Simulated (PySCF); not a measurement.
# C₄H₆F₃Si₂ (SMILES C#C[SiH2]C[Si](F)C(F)F) (doublet): what the fields show

```csv
atom,x (Å),y (Å),z (Å)
C,2.1783,2.5891,0.0462
C,1.8789,1.4460,0.2683
Si,1.4377,-0.3129,0.6359
C,0.4954,-0.9407,-0.9140
Si,-1.1378,-0.0372,-1.1965
F,-2.0157,-0.8714,-2.3034
C,-2.3311,-0.2312,0.3321
F,-2.1733,0.7640,1.2456
F,-2.0336,-1.3885,0.9970
H,2.4376,3.5894,-0.1534
H,0.5924,-0.3698,1.8268
H,2.6623,-1.1063,0.8038
H,0.2732,-2.0046,-0.8001
H,1.1304,-0.8453,-1.7938
H,-3.3992,-0.2727,0.0771
```

Geometry: GFN2-xTB.

Theory: PySCF, UKS B3LYP, pcH-1 on C F H Si, non-relativistic, mean-field spin-orbit, GIAO.

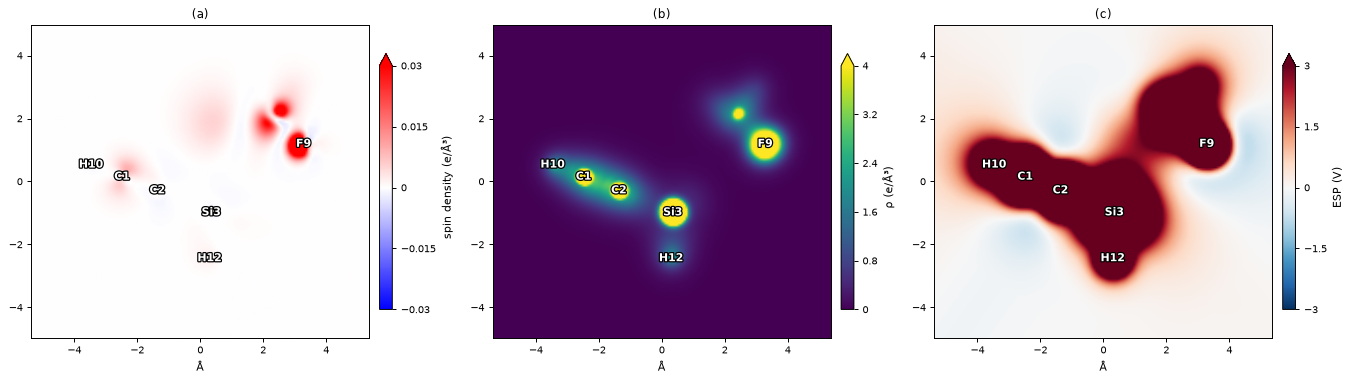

Figure 1. (a) spin density; (b) electron density; (c) molecular electrostatic potential on the plane of atoms C2, Si3 and H12.

What does the map show?

- The section cuts through C, Si, F and H sites.
- C–C (1.20 Å): ρ is about 2.8 e/Å³ halfway.
- C–Si (1.85 Å): the density is about 0.94 e/Å³ at the midpoint.
- C–H (1.05 Å): ρ is about 2.1 e/Å³ halfway.
- Si–H (1.47 Å): the density is about 0.81 e/Å³ at the midpoint.
- The unpaired spin (1 electron) lies mostly on Si5 (about 0.7), C7 (about 0.1) and C4 (about 0.1), in electrons by Hirshfeld's partition.
- Outside the dense part of the molecule the potential is most negative (−0.7 V) near F9.

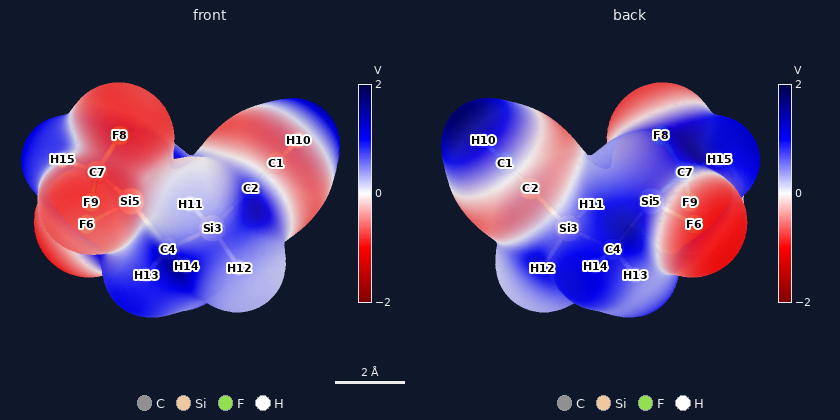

Figure 2. The molecular electrostatic potential painted on the density surface at 0.002 e/bohr³, seen from the front and from behind; red is negative and blue positive.

Where is the surface potential most negative and most positive?

The most negative region (about −1.0 V) lies over F6, the most positive (about +1.8 V) over H10.
